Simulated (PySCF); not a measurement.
C₂H₁₀Ge₂, SMILES [CH2]([CH2][GeH3])[GeH3] at its PBE0/def2-SVP optimised geometry (Å):

```
14

Ge    -1.3906    -1.5991    -4.5126
C     -0.7266    -0.6722    -2.9106
C     -1.1885    -1.3104    -1.6020
Ge    -0.5216    -0.3856     0.0000
H     -0.8905    -0.9068    -5.7965
H     -2.9333    -1.6012    -4.5144
H     -0.9017    -3.0623    -4.5108
H      0.3744    -0.6516    -2.9745
H     -1.0561     0.3783    -2.9770
H     -2.2894    -1.3292    -1.5374
H     -0.8606    -2.3615    -1.5363
H      1.0212    -0.3856     0.0000
H     -1.0212    -1.0783     1.2839
H     -1.0085     1.0783     0.0000
```

Level of theory: PySCF with PBE0/def2-TZVP. Cells within 0.4 Å of a nucleus heavier than hydrogen are left out (blank, or x).

Map of the deformation density (molecule minus spherical neutral atoms) (e/bohr³) on the plane z = 0.0 Å:

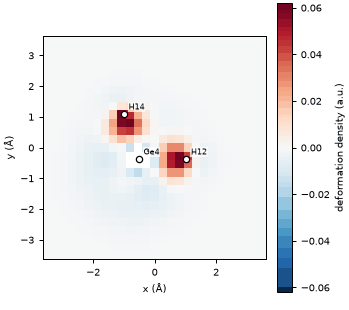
Figure: Deformation density (molecule minus spherical neutral atoms) (e/bohr³) on the plane z = 0.0 Å.
